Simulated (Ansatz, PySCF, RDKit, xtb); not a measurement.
# SiNH4O−: from the formula to a structure

Only the formula SiNH4O− is given (charge -1). Aim: find the structure of lowest free energy at 400 K, then its properties.

Plan: many cheap relaxations first (GFN2-xTB), then density-functional screening, relaxation at PBE-D3(BJ)/def2-SVPD, vibrations and a final energy. The numbers are computed, not measured.

7 further runs of the same task are left out: 7 set aside as unsound or not needed.

## Step 1: Candidates

A program enumerates the bonding patterns with one Lewis structure each (two rings at most, one unusual centre or charged pair), with their diastereomers. O–O, O–halogen and N–halogen bonds and N–N–N chains are not drawn. That gives 10 candidates.

| label | SMILES | spin |
| --- | --- | --- |
| c006 | [O-]N[SiH3] | singlet |
| c057 | O[N-][SiH3] | singlet |
| c186 | [NH-][SiH2]O | singlet |
| c233 | [NH-]O[SiH3] | singlet |
| c342 | ON[SiH2-] | singlet |
| c378 | N[SiH-]O | singlet |
| c718 | [O-][NH2+][SiH2-] | singlet |
| c810 | NO[SiH2-] | singlet |
| c884 | [NH3+][SiH-][O-] | singlet |
| c999 | N[SiH2][O-] | singlet |

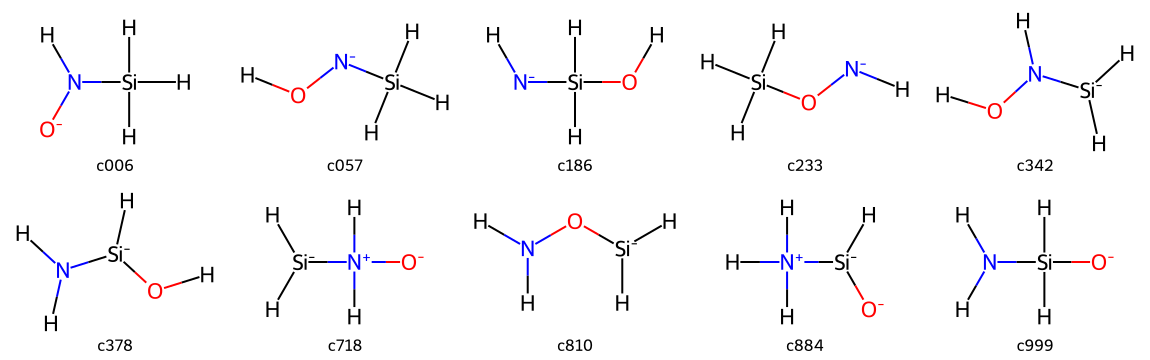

Structural formulas of the candidates.

Candidates are built by distance geometry, with a force field where one applies, in up to four conformers (letters a to d). 16 starts with atoms placed at random are added, to find patterns that the rules miss.

## Step 2: Cheap relaxation of all starts

All 26 starts are relaxed the same way. One of them, c992 (atoms placed at random), in full:

start.xyz

```xyz
7
c992
N      0.979660     0.667190     0.589920
O      0.882840    -0.544690    -0.533740
Si    -0.745380     0.720700    -0.067540
H     -0.063790    -0.893530     0.379490
H     -0.384220     1.299520    -1.475650
H     -2.024780    -0.201480    -1.109930
H     -1.649640     0.849630    -1.384260
```

On the command line:

```
xtb start.xyz --gfn 2 --opt --chrg -1
```

What it wrote (excerpt; [...] marks lines left out):

```text
* xtb version 6.7.1
[...]
          :  # basis functions                  22          :
[...]
          :  # electrons                        20          :
[...]
          :  Hamiltonian                  GFN2-xTB          :
[...]
          :  net charge                         -1          :
          :  unpaired electrons                  0          :
[...]
   *** convergence criteria satisfied after 17 iterations ***
[...]
   *** GEOMETRY OPTIMIZATION CONVERGED AFTER 33 ITERATIONS ***
[...]
   *** convergence criteria satisfied after 3 iterations ***
[...]
         ::                     SUMMARY                     ::
         :::::::::::::::::::::::::::::::::::::::::::::::::::::
         :: total energy             -10.856919244533 Eh    ::
         :: gradient norm              0.000427437332 Eh/a0 ::
         :: HOMO-LUMO gap              3.825879217672 eV    ::
         ::.................................................::
         :: SCC energy               -10.945751073933 Eh    ::
         :: -> isotropic ES            0.182957483467 Eh    ::
         :: -> anisotropic ES          0.000214913526 Eh    ::
         :: -> anisotropic XC          0.015508689603 Eh    ::
         :: -> dispersion             -0.003881165221 Eh    ::
         :: repulsion energy           0.088831829400 Eh    ::
         :: add. restraining           0.000000000000 Eh    ::
         :: total charge              -1.000000000000 e     ::
         :::::::::::::::::::::::::::::::::::::::::::::::::::::
[...]
        10        2.0000           -0.0912617              -2.4834 (HOMO)
        11                          0.0493368               1.3425 (LUMO)
[...]
     #   Z          covCN         q      C6AA      α(0)
     1   7 N        1.623    -0.445    32.253     8.365
     2   8 O        1.571    -0.500    22.947     6.464
     3  14 Si       3.412     0.424   107.847    20.390
     4   1 H        0.911    -0.236    13.992     5.851
     5   1 H        0.910    -0.236    13.976     5.848
     6   1 H        0.799    -0.044     4.017     3.149
     7   1 H        0.799     0.036     2.546     2.507
[...]
     #   Z sym  total        # sym  WBO       # sym  WBO       # sym  WBO
 ---------------------------------------------------------------------------
     1   7 N    2.581 --     3 Si   1.641     2 O    0.866
     2   8 O    1.958 --     3 Si   1.042     1 N    0.866
     3  14 Si   4.351 --     1 N    1.641     2 O    1.042     4 H    0.836
                             5 H    0.829
     4   1 H    0.944 --     3 Si   0.836
     5   1 H    0.944 --     3 Si   0.829
     6   1 H    0.997 --     7 H    0.991
     7   1 H    0.999 --     6 H    0.991
 ---------------------------------------------------------------------------
[...]
molecular dipole:
                 x           y           z       tot (Debye)
 q only:       -2.323      -0.616      -0.024
   full:       -2.897      -1.003      -0.518       7.903
molecular quadrupole (traceless):
[...]
          | TOTAL ENERGY              -10.856919244533 Eh   |
          | GRADIENT NORM               0.000427437332 Eh/α |
          | HOMO-LUMO GAP               3.825879217672 eV   |
           -------------------------------------------------
[...]
```

Wall time 0.25 s (1 thread of AMD EPYC (Zen 3), shared host).

## Step 3: The minima found

26 of the 26 relaxations converged; 5 ended on a minimum already found. 21 distinct structures remain:

| label | start | SMILES after | spin | energy (kcal/mol) | note |
| --- | --- | --- | --- | --- | --- |
| c999a | drawn | [NH2][SiH2][O] ‡ | singlet | 0.0 |  |
| c593 | random | [NH2][SiH2][O] ‡ | singlet | 0.1 |  |
| c786 | random | [NH2][SiH2][O] ‡ | singlet | 0.5 |  |
| c043 | random | [NH-][SiH2]O | singlet | 23.4 |  |
| c186a | drawn and random | [NH-][SiH2]O | singlet | 27.9 |  |
| c243 | random | [NH-][SiH2]O | singlet | 28.9 |  |
| c041 | random | [H][H].[NH][SiH][O] ‡ | singlet | 30.4 | fell apart |
| c884a | drawn | [H].[NH3].[O][Si] ‡ | singlet | 66.0 | fell apart |
| c488 | random and drawn | N[SiH-]O | singlet | 70.0 |  |
| c342a | drawn | [N][SiH2].[OH2] ‡ | singlet | 74.7 | fell apart |
| c057a | drawn and random | O[N-][SiH3] | singlet | 82.6 |  |
| c233a | drawn | [NH-]O[SiH3] | singlet | 85.0 |  |
| c048 | random | [O-]N[SiH3] | singlet | 85.4 |  |
| c006a | drawn | [O-]N[SiH3] | singlet | 85.4 |  |
| c729 | random | [H].[NH][Si].[OH2] ‡ | singlet | 99.0 | fell apart |
| c992 | random | [H][H].[N-]1O[SiH2]1 | singlet | 103.0 | fell apart |
| c810a | drawn | NO[SiH2-] | singlet | 112.0 |  |
| c456 | random | [H].[NH2][O][SiH] ‡ | singlet | 113.8 | loosely bound |
| c634 | random | [H][H].[N][SiH2][O] ‡ | singlet | 124.4 | fell apart |
| c779 | random | [O][N][SiH4] ‡ | singlet | 125.3 |  |
| c718a | drawn | [O][NH2][SiH2] ‡ | singlet | 133.8 |  |

‡ marks the bonded skeleton alone, with all bonds drawn single: no Lewis structure was assigned that passes a check against the bond lengths.

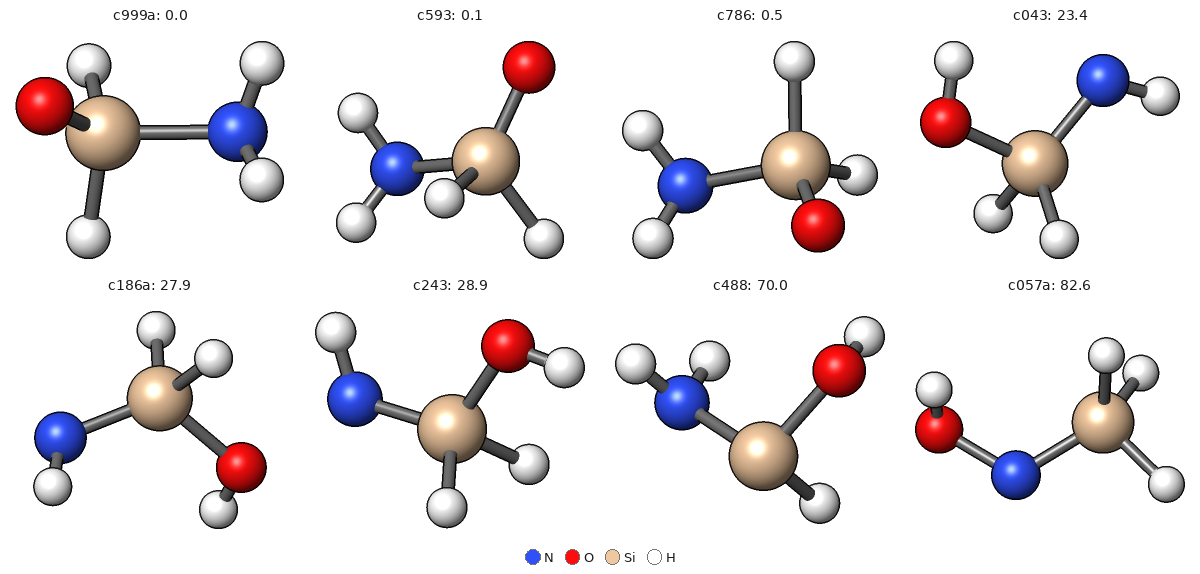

The 8 lowest minima that did not fall apart, with their GFN2-xTB energies in kcal/mol.

## Step 4: Screening with a density functional

A choice of the minima (the low ones first, few conformers of a pattern, up to a cap) and the lowest that fell apart get a single point at r2SCAN-D4/def2-SVPD on the tight-binding geometry, and one at HF/STO-3G for comparison. The lowest singlets are also tried as triplets at the same geometry (label ending in t). Within 40 kcal/mol but not screened, among others: c786, c243. The first, c999a:

input.yaml

```yaml
crystal:
  periodic: [false, false, false]
  atoms:
    - symbol: N
      position_ang: [-1.387900, -1.068559, 0.494639]
    - symbol: O
      position_ang: [0.940970, 0.478276, 1.089631]
    - symbol: Si
      position_ang: [-0.582537, 0.492257, 0.869834]
    - symbol: H
      position_ang: [-1.222093, -1.736201, 1.238758]
    - symbol: H
      position_ang: [-0.982531, -1.479981, -0.337925]
    - symbol: H
      position_ang: [-1.093181, 1.304796, -0.286287]
    - symbol: H
      position_ang: [-1.431854, 0.925546, 2.031327]
basis:
  gaussian: {orbitals: def2-SVPD}
total_charge: -1
magnetization: {spin_polarized: false}
hamiltonian: {xc: r2scan, dispersion: d4}
scf: {lower_state_search: "off"}
```

On the command line:

```
ansatz run input.yaml --threads 1 --pin off --max-ram 2610MiB --events-out events.jsonl --progress --plain --runs-dir runs
```

What it wrote (excerpt; [...] marks lines left out):

```text
Warning: RAYON_NUM_THREADS=1 ignored (pool sized by the plan → 1); use --threads N
Functional definition: r2SCAN
  name "r2SCAN"
[...]
844 factors; their error is unknown
[...]
mean field -11474.54520117 eV, -421.6817584168 hartree, gradient 3.3e-6 eV, S^2 0.000000; 0 other end points of the search recorded, 0 dependent functions left out
reference -11474.54521302 eV, -421.6817588524 hartree; 17, 17 occupied and 82, 82 virtual orbitals, 844 factors
Total energy: -11474.57591582 eV, -421.6828871597 hartree
Checks for a lower state left out: stability, starts, cluster_reference, orbital_swaps, neighbouring_geometries, increment
```

It took 2.6 s on 1 thread of AMD EPYC (Zen 3), shared host.

Relative energies in kcal/mol, each column from its lowest structure that stays in one piece:

| label | SMILES | spin | GFN2-xTB | HF/STO-3G | r2SCAN-D4/def2-SVPD |
| --- | --- | --- | --- | --- | --- |
| c999a | [NH2][SiH2][O] ‡ | singlet | 0.0 | 0.0 | 0.0 |
| c593 | [NH2][SiH2][O] ‡ | singlet | 0.1 | 2.8 | 1.2 |
| c186a | [NH-][SiH2]O | singlet | 27.9 | 3.5 | 13.8 |
| c043 | [NH-][SiH2]O | singlet | 23.4 | 3.8 | 14.9 |
| c041 | [H][H].[NH][SiH][O] ‡ | singlet | 30.4 | 71.9 | 37.9 |
| c186at | [NH-][SiH2]O | triplet | – | – | 105.3 |
| c999at | [NH2][SiH2][O] ‡ | triplet | – | – | 110.4 |

‡ marks the bonded skeleton alone, with all bonds drawn single: no Lewis structure was assigned that passes a check against the bond lengths.

Measured from c999a, GFN2-xTB misplaces c186a by 14 kcal/mol against r2SCAN-D4/def2-SVPD, so minima dropped on its energies alone could hide the lowest isomer.

## Step 5: Refinement at PBE-D3(BJ)/def2-SVPD

4 candidates are relaxed at PBE-D3(BJ)/def2-SVPD (chosen among the lowest in one piece). The first, c999a:

input.yaml

```yaml
crystal:
  periodic: [false, false, false]
  atoms:
    - {symbol: N, position_ang: [-1.387900, -1.068559, 0.494639]}
    - {symbol: O, position_ang: [0.940970, 0.478276, 1.089631]}
    - {symbol: Si, position_ang: [-0.582537, 0.492257, 0.869834]}
    - {symbol: H, position_ang: [-1.222093, -1.736201, 1.238758]}
    - {symbol: H, position_ang: [-0.982531, -1.479981, -0.337925]}
    - {symbol: H, position_ang: [-1.093181, 1.304796, -0.286287]}
    - {symbol: H, position_ang: [-1.431854, 0.925546, 2.031327]}
basis:
  gaussian: {orbitals: def2-SVPD}
total_charge: -1
hamiltonian: {xc: {name: PBE}, dispersion: d3bj}
scf: {lower_state_search: off}
relax: {f_tol: 0.003}
```

On the command line:

```
ansatz run input.yaml --threads 1 --pin off --max-ram 2610MiB --events-out events.jsonl --progress --plain --runs-dir runs
```

What it wrote (excerpt; [...] marks lines left out):

```text
Warning: RAYON_NUM_THREADS=1 ignored (pool sized by the plan → 1); use --threads N
[...]
Functional definition: PBE
  name "PBE"
[...]
844 factors; their error is unknown
[...]
mean field -11469.02678323 eV, -421.4789602981 hartree, gradient 1.4e-6 eV, S^2 0.000000; 0 other end points of the search recorded, 0 dependent functions left out
[...]
reference -11469.02682521 eV, -421.4789618409 hartree; 17, 17 occupied and 82, 82 virtual orbitals, 844 factors
relax step   1: F+E_penalty+E_count = -11469.13482041 eV  Δ(F+E_penalty+E_count) = +0.000e0 eV  max|allowed force component| = 3.119e0 eV/Å  Δτ_max = 0.0000 Å  (16 SCF iters, accepted)
[...]
relax step   5: F+E_penalty+E_count = -11469.27939233 eV  Δ(F+E_penalty+E_count) = -1.876e-4 eV  max|allowed force component| = 7.048e-3 eV/Å  Δτ_max = 0.0040 Å  (22 SCF iters, accepted)
[...]
relax step   6: F+E_penalty+E_count = -11469.27939663 eV  Δ(F+E_penalty+E_count) = -4.296e-6 eV  max|allowed force component| = 2.081e-3 eV/Å  Δτ_max = 0.0008 Å  (12 SCF iters, accepted)
Total energy: -11469.27943842 eV, -421.4882452051 hartree
Atom 0 at    -1.402312    -1.090006     0.490500 Å, force     0.000257     0.001902     0.000197 eV/Å
Atom 1 at     1.007504     0.529442     1.109675 Å, force     0.000557    -0.000315     0.000045 eV/Å
Atom 2 at    -0.579527     0.492500     0.870200 Å, force    -0.002081    -0.001479    -0.000481 eV/Å
Atom 3 at    -1.241107    -1.774472     1.240108 Å, force     0.000506    -0.000328    -0.000366 eV/Å
Atom 4 at    -1.006393    -1.512942    -0.358484 Å, force     0.000387    -0.000389     0.000540 eV/Å
Atom 5 at    -1.093676     1.330235    -0.315653 Å, force     0.000229     0.000446    -0.000619 eV/Å
Atom 6 at    -1.443616     0.941378     2.063630 Å, force     0.000145     0.000163     0.000684 eV/Å
Dipole moment:    -0.463154    -0.500840    -0.150064 e Å
Checks for a lower state left out: stability, starts, cluster_reference, orbital_swaps, neighbouring_geometries, increment
```

It took 13 s on 1 thread of AMD EPYC (Zen 3), shared host.

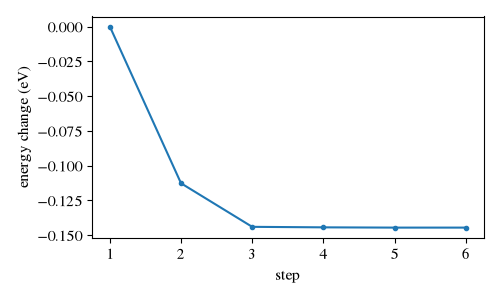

Energy along the run, all evaluated steps.

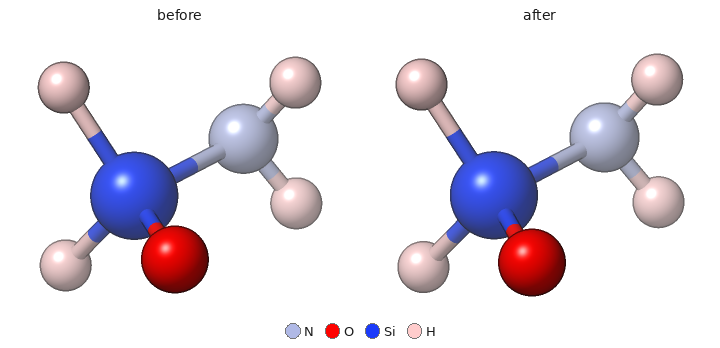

Before and after, at one scale.

After the run. Bond lengths: N1–Si3 1.824 Å, O2–Si3 1.605 Å, N1–H4 1.028 Å, N1–H5 1.028 Å, Si3–H6 1.540 Å, Si3–H7 1.540 Å. Angles: N1–Si3–O2 119.8°, N1–Si3–H6 99.3°, N1–Si3–H7 99.3°, O2–Si3–H6 115.6°, O2–Si3–H7 115.6°, Si3–N1–H4 110.8°, Si3–N1–H5 110.8°, H6–Si3–H7 104.5°, H4–N1–H5 105.5°.

## Step 6: The relaxed candidates

| label | spin | r2SCAN-D4/def2-SVPD (kcal/mol) | PBE-D3(BJ)/def2-SVPD, relaxed (kcal/mol) | time | note |
| --- | --- | --- | --- | --- | --- |
| c999a | singlet | 0.0 | 0.0 | 13 s |  |
| c593 | singlet | 1.2 | 1.4 | 33 s |  |
| c186a | singlet | 13.8 | 14.1 | 26 s |  |
| c043 | singlet | 14.9 | 14.1 | 59 s | same minimum as c186a |

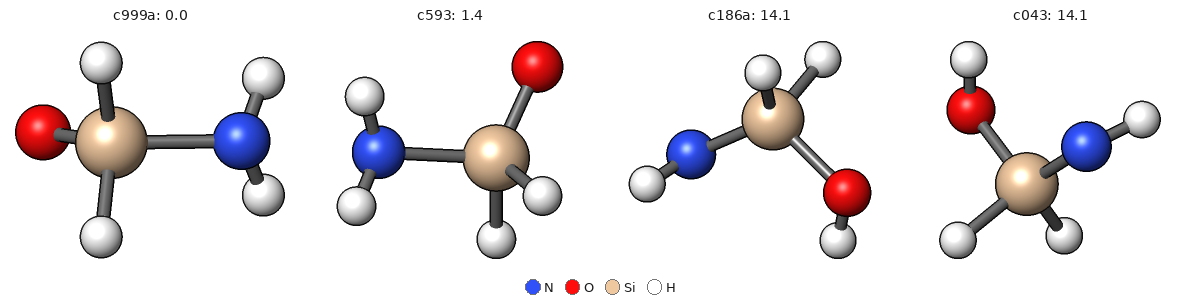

The relaxed structures, with energies at PBE-D3(BJ)/def2-SVPD in kcal/mol.

## Step 7: Harmonic analysis of the finalists

The lowest few in one piece go on as finalists. Harmonic vibrations at PBE-D3(BJ)/def2-SVPD test each finalist and give the zero-point energy and the thermal terms. The first, c999a:

input.yaml

```yaml
crystal:
  periodic: [false, false, false]
  atoms:
    - {symbol: N, position_ang: [-1.402312, -1.090006, 0.490500]}
    - {symbol: O, position_ang: [1.007504, 0.529442, 1.109675]}
    - {symbol: Si, position_ang: [-0.579527, 0.492500, 0.870200]}
    - {symbol: H, position_ang: [-1.241107, -1.774472, 1.240108]}
    - {symbol: H, position_ang: [-1.006393, -1.512942, -0.358484]}
    - {symbol: H, position_ang: [-1.093676, 1.330235, -0.315653]}
    - {symbol: H, position_ang: [-1.443616, 0.941378, 2.063630]}
basis:
  gaussian: {orbitals: def2-SVPD}
total_charge: -1
hamiltonian: {xc: pbe, dispersion: d3bj}
scf: {lower_state_search: "off"}
phonons: {}
```

On the command line:

```
ansatz run input.yaml --threads 1 --pin off --max-ram 2610MiB --events-out events.jsonl --progress --plain --runs-dir runs
```

What it wrote (excerpt; [...] marks lines left out):

```text
Warning: RAYON_NUM_THREADS=1 ignored (pool sized by the plan → 1); use --threads N
[... 2 set-up lines as earlier in the session ...]
[...]
844 factors; their error is unknown
[...]
mean field -11469.17297719 eV, -421.4843328270 hartree, gradient 1.3e-6 eV, S^2 0.000000; 0 other end points of the search recorded, 0 dependent functions left out
[...]
reference -11469.17301904 eV, -421.4843343650 hartree; 17, 17 occupied and 82, 82 virtual orbitals, 844 factors
[...]
844 factors; their error is unknown
mean field -11469.17293111 eV, -421.4843311338 hartree, gradient 1.8e-6 eV, S^2 0.000000; 0 other end points of the search recorded, 0 dependent functions left out
[...]
reference -11469.17297296 eV, -421.4843326715 hartree; 17, 17 occupied and 82, 82 virtual orbitals, 844 factors
[...]
844 factors; their error is unknown
[...]
Total energy: -11469.27943802 eV, -421.4882451903 hartree
Atom 0 at    -1.402312    -1.090006     0.490500 Å, force     0.000230     0.001916     0.000174 eV/Å
Atom 1 at     1.007504     0.529442     1.109675 Å, force     0.000588    -0.000271     0.000052 eV/Å
Atom 2 at    -0.579527     0.492500     0.870200 Å, force    -0.002103    -0.001540    -0.000486 eV/Å
Atom 3 at    -1.241107    -1.774472     1.240108 Å, force     0.000510    -0.000332    -0.000365 eV/Å
Atom 4 at    -1.006393    -1.512942    -0.358484 Å, force     0.000382    -0.000383     0.000558 eV/Å
Atom 5 at    -1.093676     1.330235    -0.315653 Å, force     0.000240     0.000443    -0.000610 eV/Å
Atom 6 at    -1.443616     0.941378     2.063630 Å, force     0.000153     0.000166     0.000677 eV/Å
Dipole moment:    -0.463152    -0.500841    -0.150064 e Å
Vibrations: 167.05 270.99 533.94 591.61 672.67 734.41 856.91 888.01 910.05 1019.18 1498.22 1922.68 1965.03 3398.97 3487.94 cm⁻¹, zero-point energy 1.172747 eV
Checks for a lower state left out: stability, starts, cluster_reference, orbital_swaps, neighbouring_geometries, increment
```

Wall time 67 s (1 thread of AMD EPYC (Zen 3), shared host).

## Step 8: Thermal terms of the finalists

At 400 K and 1 atm, ideal gas, rigid rotor and harmonic oscillator:

| label | SMILES | spin | point group | lowest mode (cm⁻¹) | zero-point (kcal/mol) | G − E (kcal/mol) |
| --- | --- | --- | --- | --- | --- | --- |
| c999a | N[SiH2][O-] | singlet | Cs | 167 | 27.0 | 3.1 |
| c593 | N[SiH2][O-] | singlet | C1 | 87 | 26.7 | 1.9 |
| c186a | [NH-][SiH2]O | singlet | C1 | 195 | 26.2 | 1.6 |

Chiral structures get −RT ln 2 for their mirror image.

## Step 9: Last filter: a higher level

Single points at CCSD(T)/def2-SVPD + MP2/def2-TZVPPD - MP2/def2-SVPD on the refined geometries decide the order.

c999a, CCSD(T)/def2-SVPD:

input.yaml: that of step 7 with these lines changed.

```diff
@@ -12,5 +12,3 @@
   gaussian: {orbitals: def2-SVPD}
+correlation: {method: ccsd_t, frozen_orbitals: {H: 0, Si: 5, O: 1, "N": 1}}
 total_charge: -1
-hamiltonian: {xc: pbe, dispersion: d3bj}
-scf: {lower_state_search: "off"}
-phonons: {}
```

On the command line:

```
ansatz run input.yaml --threads 1 --pin off --max-ram 2610MiB --events-out events.jsonl --progress --plain --runs-dir runs
```

What it wrote (excerpt; [...] marks lines left out):

```text
Warning: RAYON_NUM_THREADS=1 ignored (pool sized by the plan → 1); use --threads N
Functional definition: HF
  name "HF"
[...]
961 factors; integrals over basis functions are off by at most 1.2e-3 eV
[...]
mean field -11440.91077972 eV, -420.4457162269 hartree, gradient 4.3e-6 eV, S^2 0.000000; 0 other end points of the search recorded, 0 dependent functions left out
7 core orbitals not correlated: weight in the atoms' cores, before any rotation towards them, 1.000 or more for the frozen orbitals, at most 0.000 for the correlated occupied ones
reference -11440.91077972 eV, -420.4457162269 hartree; 10, 10 occupied and 82, 82 virtual orbitals, 961 factors
second order -13.95449507 eV of doubles, -0.00000000 eV of singles
cycle   1  -14.00695445 eV  change   -5.2e-2 eV  update   1.2e-1
[...]
cycle  12  -14.56207236 eV  change    7.1e-7 eV  update   5.4e-6
perturbative correction -0.49477620 eV, -0.0181826901 hartree
Total energy: -11455.96762829 eV, -420.9990452058 hartree
```

Run time: 11 s. Hardware: 1 thread of AMD EPYC (Zen 3), shared host.

## Step 10: c999a at MP2/def2-TZVPPD

input.yaml: that of step 9 with these lines changed.

```diff
@@ -3,3 +3,3 @@
   atoms:
-    - {symbol: N, position_ang: [-1.402312, -1.090006, 0.490500]}
+    - {symbol: "N", position_ang: [-1.402312, -1.090006, 0.490500]}
     - {symbol: O, position_ang: [1.007504, 0.529442, 1.109675]}
@@ -11,4 +11,7 @@
 basis:
-  gaussian: {orbitals: def2-SVPD}
-correlation: {method: ccsd_t, frozen_orbitals: {H: 0, Si: 5, O: 1, "N": 1}}
+  gaussian:
+    orbitals: def2-TZVPPD.json
+correlation:
+  method: mp2
+  frozen_orbitals: {H: 0, Si: 5, O: 1, "N": 1}
 total_charge: -1
```

The basis set def2-TZVPPD is read from a file made from the Basis Set Exchange's data (not shown).

On the command line:

```
ansatz run input.yaml --threads 1 --pin off --max-ram 2610MiB --events-out events.jsonl --progress --plain --runs-dir runs
```

What it wrote:

```text
Warning: RAYON_NUM_THREADS=1 ignored (pool sized by the plan → 1); use --threads N
[... 2 set-up lines as earlier in the session ...]
  exchange = exact_x
  correlation = 0
1108 factors; integrals over basis functions are off by at most 1.2e-3 eV
mean field evaluation 1: about -11445.3574 eV, gradient 3.2e1 eV
mean field evaluation 2: about -11445.5018 eV, gradient 3.2e1 eV
mean field evaluation 4: about -11447.9586 eV, gradient 4.1e0 eV
mean field evaluation 8: about -11448.0196 eV, gradient 3.9e-1 eV
mean field evaluation 16: about -11448.0202 eV, gradient 1.8e-6 eV
mean field -11448.02021415 eV, -420.7069831232 hartree, gradient 1.9e-6 eV, S^2 0.000000; 0 other end points of the search recorded, 0 dependent functions left out
7 core orbitals not correlated: weight in the atoms' cores, before any rotation towards them, 1.000 or more for the frozen orbitals, at most 0.000 for the correlated occupied ones
reference -11448.02021415 eV, -420.7069831232 hartree; 10, 10 occupied and 176, 176 virtual orbitals, 1108 factors
second order -16.69774396 eV of doubles, -0.00000000 eV of singles
Total energy: -11464.71795811 eV, -421.3206138956 hartree
```

Wall time 6 s (1 thread of AMD EPYC (Zen 3), shared host).

[end of part 1 of 2]
